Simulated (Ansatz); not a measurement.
**Single-point calculation of CH9AsSi**

The run: single-point calculation of CH9AsSi. Method and program: RKS PBE0-D4/def2-TZVPP (Ansatz 0.2.0).

The geometry is the reactant side of a reaction. The reaction was set up to form Si1–As7 and C2–H6 and to break Si1–C2 and H6–As7 (atoms counted from 1 in the order of the input); sticks are drawn by distance alone. The geometry comes from this level: PBE0-D4/def2-TZVP.

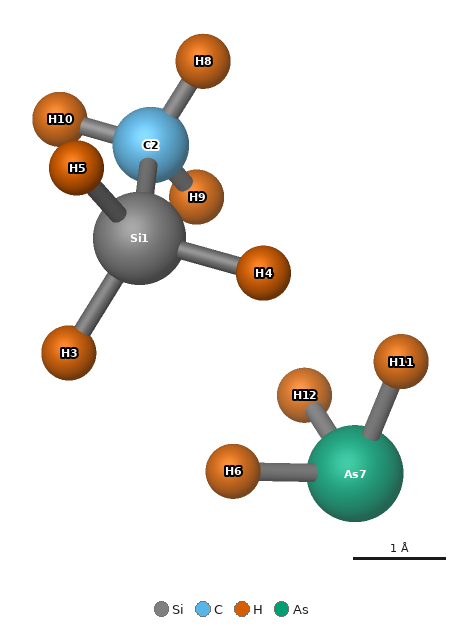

Fig. 1: The input geometry (ball-and-stick view, seen at an oblique angle; atoms are numbered from 1 in the order of the input). Bond lengths as drawn: As–H 1.52 Å, C–H 1.09 Å, C–Si 1.87 Å and H–Si 1.49 Å.

## Input
```yaml
crystal:
  periodic: [false, false, false]
  atoms:
    - {symbol: Si, position_ang: [-1.457098, 0.566395, 0.133196]}
    - {symbol: C, position_ang: [0.168041, 1.489886, 0.183893]}
    - {symbol: H, position_ang: [-1.666290, -0.064512, -1.198605]}
    - {symbol: H, position_ang: [-1.491068, -0.506567, 1.163896]}
    - {symbol: H, position_ang: [-2.594633, 1.491490, 0.390063]}
    - {symbol: H, position_ang: [0.369420, -1.961699, -1.098465]}
    - {symbol: As, position_ang: [1.518596, -2.623727, -0.352593]}
    - {symbol: H, position_ang: [0.322107, 1.949102, 1.162869]}
    - {symbol: H, position_ang: [1.002266, 0.812503, -0.010531]}
    - {symbol: H, position_ang: [0.187213, 2.280821, -0.569126]}
    - {symbol: H, position_ang: [1.155495, -1.916358, 0.944730]}
    - {symbol: H, position_ang: [2.486149, -1.517332, -0.749227]}
basis:
  gaussian: {orbitals: def2-TZVPP}
hamiltonian: {xc: pbe0, dispersion: d4}
output: {orbitals: {seedname: orbitals}}
```

Launch command:
```bash
ansatz run in.yaml --threads 4 --pin off --events-out ev --progress --plain --max-ram 9574MiB
```

## Output
```
Functional definition: PBE0
  name "PBE0"
  cite "Adamo & Barone, J. Chem. Phys. 110, 6158 (1999) doi:10.1063/1.478522"
  cite "Perdew, Burke & Ernzerhof, Phys. Rev. Lett. 77, 3865 (1996) doi:10.1103/PhysRevLett.77.3865"
  parent pbe
  parameter a = 0.25
  parameter kappa = 0.804
  parameter beta = 0.06672455060314922
  exchange = (1 - a)*pbe_x(kappa = kappa, mu = beta*pi^2/3) + a*exact_x
  correlation = pbe_c(beta = beta)
1425 factors; their error is unknown
mean field evaluation 1: about -69885.4512 eV, gradient 4.8e1 eV
mean field evaluation 2: about -69883.6583 eV, gradient 5.1e1 eV
mean field evaluation 4: about -69890.4889 eV, gradient 7.0e-1 eV
mean field evaluation 8: about -69890.7495 eV, gradient 4.6e-1 eV
mean field evaluation 16: about -69890.7497 eV, gradient 3.3e-5 eV
mean field -69890.74971566 eV, -2568.4376783990 hartree, gradient 3.3e-5 eV, S^2 0.000000; 0 other end points of the search recorded, 0 dependent functions left out
reference -69890.74975094 eV, -2568.4376796955 hartree; 31, 31 occupied and 216, 216 virtual orbitals, 1425 factors
Total energy: -69890.92096242 eV, -2568.4439716011 hartree
```

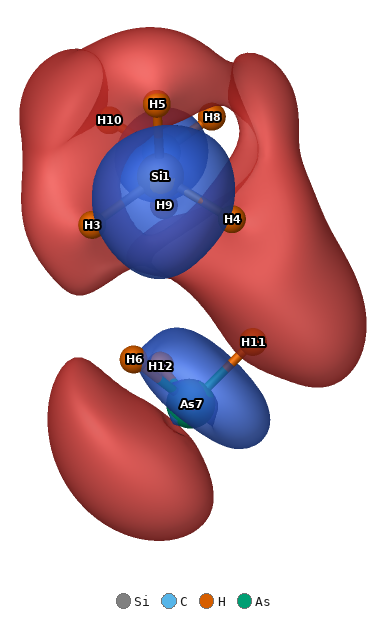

Fig. 2: The LUMO at ±0.06 Å⁻³ᐟ² (red and blue are the two phases), seen at an oblique angle. It lies mainly on As7 (25 %), Si1 (20 %) and H11 (15 %). Its energy is 0.45 eV.

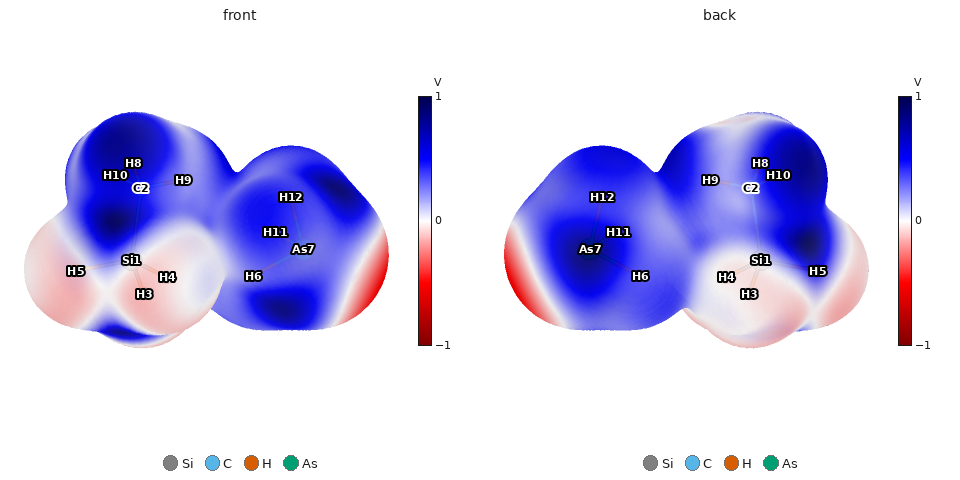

Fig. 3: The electrostatic potential painted on the density surface at 0.002 e/bohr³, seen at a tilt and from behind; the colour scale runs from red (negative) to blue (positive).

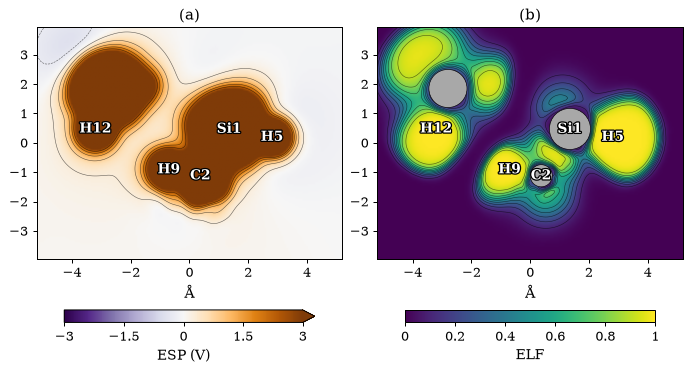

Fig. 4: (a) molecular electrostatic potential; (b) ELF on the plane of atoms Si1, C2 and H9. Grey discs, where drawn, cover atomic cores. C–Si (1.87 Å): the ELF peaks at about 0.95 between the atoms, which marks a shared electron pair. C–H (1.09 Å): the ELF climbs to about 1 towards the hydrogen, as it does in any bond to H (a covalent bond by its length). Si–H (1.49 Å): the ELF climbs to about 1 towards the hydrogen.

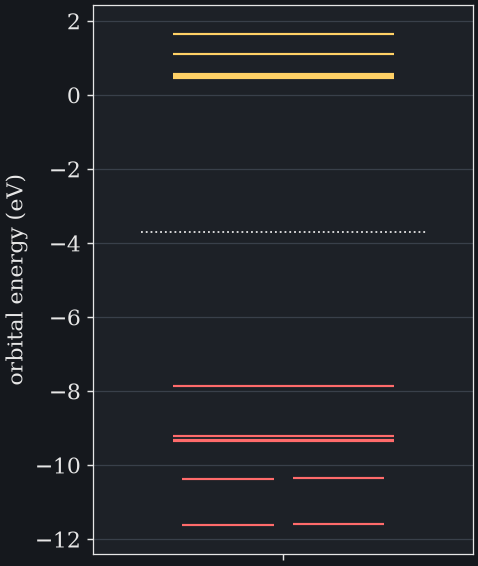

Fig. 5: Orbital energies near the frontier; the dotted line parts filled from empty levels, and levels within 0.02 eV of each other stand side by side. Highest filled −7.86 eV, lowest empty 0.45 eV, 8.31 eV apart.

## Results in brief

| quantity | value |
| --- | --- |
| outcome | converged |
| total energy | −69890.9210 eV |
| mean-field energy | −69890.7498 eV |
| dispersion energy | −0.1712 eV |
| SCF solution under orbital rotations | stable |
| HOMO | −7.86 eV |
| LUMO | 0.45 eV |
| hardware | 4 threads of Intel Xeon @ 2.50GHz, 180 GiB of memory available, shared host |
| wall time | 5.5 s (CPU time 18 s) |
| peak memory | 0.64 GiB |
